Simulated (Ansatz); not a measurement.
## Electronic structure of AlH$_{2}$N···HF in real space

```yaml
atoms:
  - { symbol: Al, position_ang: [-0.3042, 1.0537, -0.4393] }
  - { symbol: F, position_ang: [-0.4998, -2.0161, -0.4206] }
  - { symbol: N, position_ang: [0.6994, 0.5036, 0.7854] }
  - { symbol: H, position_ang: [0.0689, -1.6388, 0.2013] }
  - { symbol: H, position_ang: [-1.2950, 1.2753, -1.6422] }
  - { symbol: H, position_ang: [1.3306, 0.8223, 1.5155] }
```

Not at a stationary point (largest force 1.6 eV/Å).

Method: Ansatz, RKS PBE/def2-SVPD.

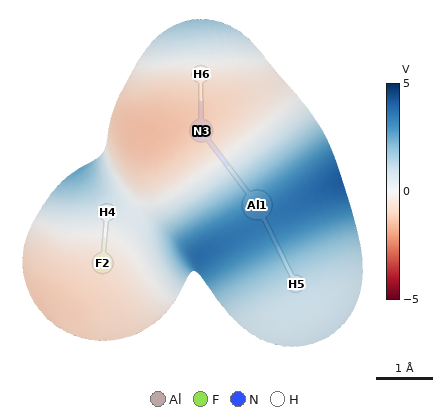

Figure 1. The molecular electrostatic potential painted on the density surface at 0.004 e/bohr³, seen at a tilt; the colour scale runs from red (negative) to blue (positive).

> Which sites attract a positive test charge, and which a negative one?

A positive charge is drawn to the negative regions and a negative charge to the positive ones. The most negative region (about −1.5 V, or −35 kcal/mol for a unit charge) lies over N3, the most positive (about +4.0 V, or +92 kcal/mol for a unit charge) over Al1. N3 is the likeliest acceptor of a hydrogen bond.

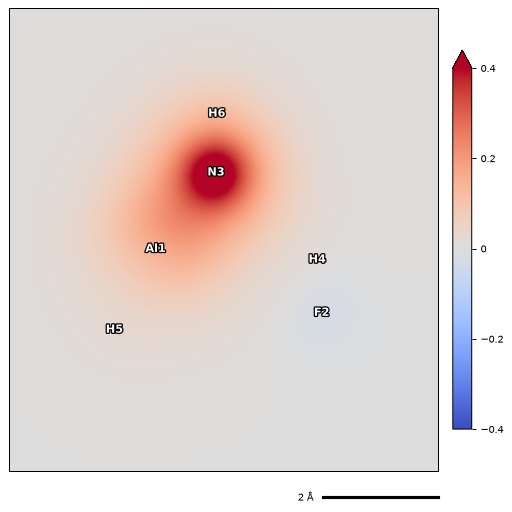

Figure 2. One frontier orbital on a plane 0.8 Å above the molecular plane (values in Å⁻³ᐟ²; the overall sign is arbitrary).

> Which orbital is it: HOMO or LUMO?

The HOMO, at −5.67 eV. Its weight (Hirshfeld) is mainly on N3 (about 70 %) and Al1 (about 25 %); it changes sign across the molecular plane (π type); π-bonding across Al1–N3.

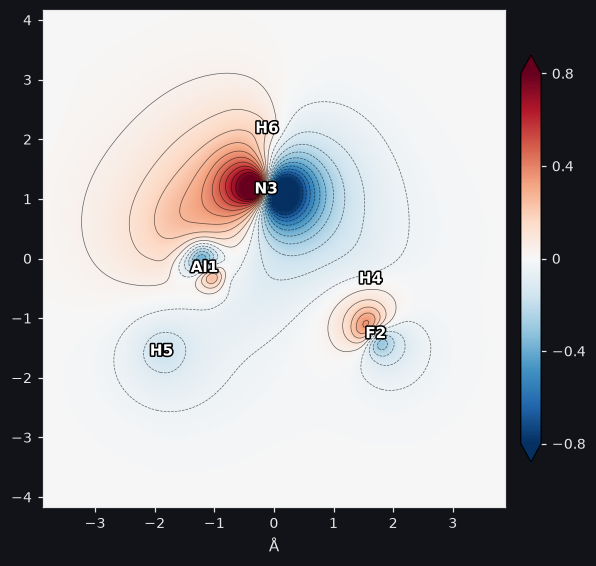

Figure 3. The HOMO−1 on the molecular plane (values in Å⁻³ᐟ²; the overall sign is arbitrary).

> What is the character of this orbital?

It lies mainly on N3 (about 65 %) and Al1 (about 20 %); it is symmetric in the molecular plane (an in-plane orbital: σ, lone-pair or in-plane π type). Its energy is −6.04 eV.
